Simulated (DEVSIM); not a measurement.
Structure: W/Al2O3/n-Ge capacitor, at 300 K.

```
layer (left to right)  material  thickness (nm)  Nd (cm⁻³)
---------------------  --------  --------------  ---------
1                         Al2O3            12.0          -
2                            Ge             420       2e18
```

Metal gate on the left, work function 4.6 eV. Fixed charge at the semiconductor interface 0 cm⁻² (in units of +e); no interface traps.

The device is made up for the run: typed textbook-type constants, with dimensions and the other settings drawn at random. Values at 300 K.

```csv
parameter,Al2O3,Ge
gap (eV),6.8,0.664
affinity (eV),1.35,4
permittivity,9,16
Nc (cm⁻³),-,1.04e19
Nv (cm⁻³),-,6e18
```

Model (solved in DEVSIM): 1D Poisson equation in equilibrium, Boltzmann statistics, complete ionisation; no quantum confinement or tunnelling. Metal contacts follow the ideal Schottky-Mott rule: no Fermi-level pinning, no interface dipoles.

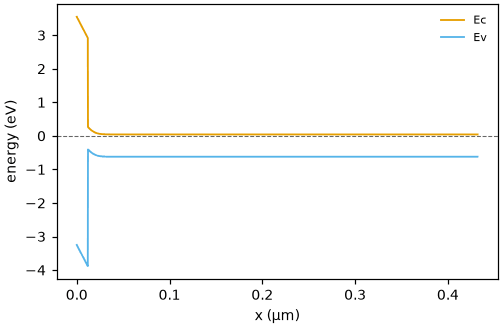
*Band edges at -0.3 V on the gate*

Energies count from the Fermi level of the right contact; mesh points crowd at the junctions.

```csv
x (μm),Ec (eV),Ev (eV),n (cm⁻³),p (cm⁻³),field (V/cm)
0.000,3.550,-3.250,< 1e2,< 1e2,-530000
0.0009817,3.498,-3.302,< 1e2,< 1e2,-530000
0.002628,3.411,-3.389,< 1e2,< 1e2,-530000
0.005206,3.274,-3.526,< 1e2,< 1e2,-530000
0.009127,3.067,-3.733,< 1e2,< 1e2,-530000
0.01087,2.974,-3.826,< 1e2,< 1e2,-530000
0.01191,2.919,-3.881,< 1e2,< 1e2,-530000
0.01328,0.228,-0.436,1.5e15,2.9e11,-270000
0.01548,0.175,-0.489,1.2e16,3.6e10,-220000
0.01965,0.102,-0.562,2.0e17,2.2e9,-130000
0.02701,0.052,-0.612,1.4e18,3.1e8,-26000
0.04841,0.043,-0.621,2.0e18,2.2e8,-54
0.08213,0.043,-0.621,2.0e18,2.2e8,≈ 0
0.1461,0.043,-0.621,2.0e18,2.2e8,≈ 0
0.2874,0.043,-0.621,2.0e18,2.2e8,≈ 0
0.3564,0.043,-0.621,2.0e18,2.2e8,≈ 0
0.3927,0.043,-0.621,2.0e18,2.2e8,≈ 0
0.4111,0.043,-0.621,2.0e18,2.2e8,≈ 0
0.4237,0.043,-0.621,2.0e18,2.2e8,≈ 0
0.4282,0.043,-0.621,2.0e18,2.2e8,≈ 0
0.4305,0.043,-0.621,2.0e18,2.2e8,≈ 0
0.4320,0.043,-0.621,2.0e18,2.2e8,≈ 0
```
